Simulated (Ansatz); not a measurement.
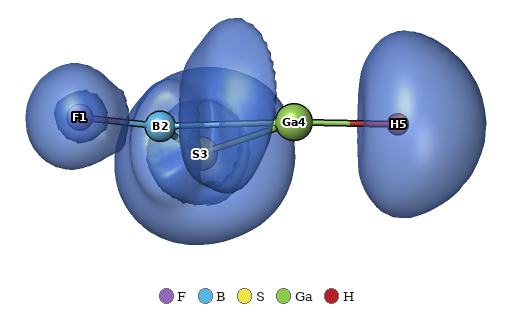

*BFGaHS. Isosurface of the ELF at 0.75 (blue), seen from one side. Core shells and regions of very low density are left out.*

Geometry: PBE0-D4/def2-TZVP.

Method: Ansatz, RKS PBE0-D4/def2-TZVPP.

Input file:

```
crystal:
  periodic: [false, false, false]
  atoms:
    - {symbol: F, position_ang: [1.020765, -1.629329, 1.247282]}
    - {symbol: B, position_ang: [0.333875, -0.813236, 0.485373]}
    - {symbol: S, position_ang: [-1.110176, -0.973878, -0.507263]}
    - {symbol: Ga, position_ang: [0.119248, 1.025169, -0.266856]}
    - {symbol: H, position_ang: [-0.313713, 2.317673, -0.999835]}
basis:
  gaussian: {orbitals: def2-TZVPP}
hamiltonian: {xc: pbe0, dispersion: d4}
output: {orbitals: {seedname: orbitals}}
```

Launched as:

```sh
ansatz run in.yaml --threads 2 --pin off --events-out ev --progress --plain --max-ram 4352MiB
```

Identify the bonds, lone pairs and shells in this picture.

At this value the surface marks out one region around a hydrogen nucleus, one region on F in which the atom's valence shell and bonds are merged, one region on S in which the atom's valence shell and bonds are merged and one lobe on Ga, pointing away from the bonds (lone pairs). Profiles from the grid: B–F (1.31 Å): the ELF peaks at about 0.85 between the atoms (a shared but strongly polarised pair). B–S (1.76 Å): the ELF peaks at about 0.90 between the atoms; localised, covalent bonding.
